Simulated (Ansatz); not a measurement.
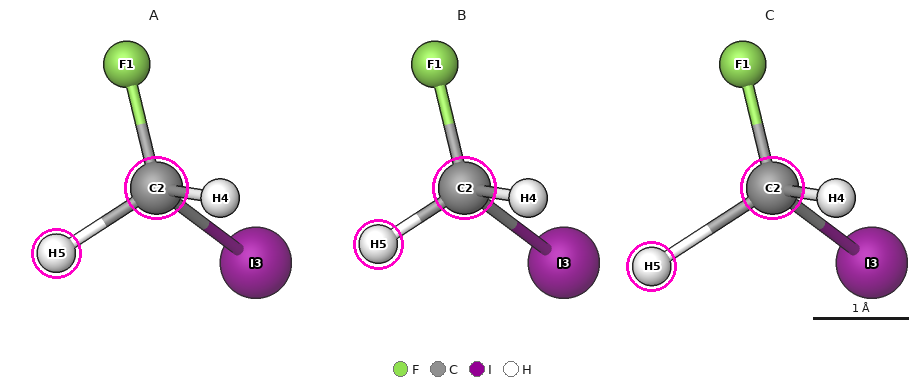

CH₂FI: the C2–H5 distance is varied, with the rest of the molecule carried along rigidly. The picture is a ball-and-stick view, seen from a free direction. The ringed atoms are those of the scanned coordinate.

Single-point energies from Ansatz with B3LYP-D4 in the def2-TZVPP basis, on geometries moved rigidly from the minimum at PBE0-D4/def2-TZVP. Elements past krypton carry the basis set's effective core potentials. Energies are counted from the PBE0-D4/def2-TZVP minimum geometry at the same level.

### Rank the frames from lowest to highest energy.

Lowest first: B (the distance 1.088 Å, 0.0 kJ/mol), A (the distance 1.264 Å, 37.0 kJ/mol), C (the distance 1.523 Å, 144.6 kJ/mol). Over the whole scan: of the computed points the lowest is at the distance 1.088 Å, 0.0 kJ/mol. The end points stand at 34.7 kJ/mol (0.957 Å) and 144.6 kJ/mol (1.523 Å). The curvature at the lowest point is about 34 eV/Å² (5.4 mdyn/Å). The well is steeper on the short side, as for any bond.
